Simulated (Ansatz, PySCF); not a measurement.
Breaking the Al1–F3 bond in AlF2H (SMILES [F][AlH][F]) (multiplicity 1 held, fragments rigid). Energies count from the point at 1.644 Å.
Geometry at that point (charge 0, multiplicity 1):
```xyz
4

Al    -0.2974    -0.2000    -0.2345
H     -1.3759    -0.9255    -1.0852
F     -0.2200     1.4416    -0.1846
F      0.8024    -1.0499     0.6440
```

R- and RO- levels are restricted; in cc, def2 and unpolarised 6-31G sets they are followed outwards from rest. Unrestricted levels (U-) break spin symmetry where that is lower. Levels need not reach the same state.

Frozen-core correlation. Rows in 6-31G* carry no dispersion term and start afresh at each structure (6-31G* with six Cartesian d functions). MP2/6-31G* freezes PySCF's default core.

Codes used: Ansatz (Gaussian orbitals); PySCF for 6-31G* rows. 

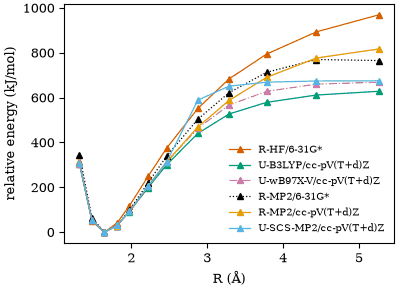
*Relative energy along the coordinate*

Doubts at one or more of the structures used: a restricted determinant that unrestricted orbitals would lower (R-HF/6-31G*, R-MP2/6-31G*, R-MP2/cc-pV(T+d)Z); a spin-contaminated determinant (U-B3LYP/cc-pV(T+d)Z, U-wB97X-V/cc-pV(T+d)Z, U-SCS-MP2/cc-pV(T+d)Z).

Ansatz is a program for electronic structure.
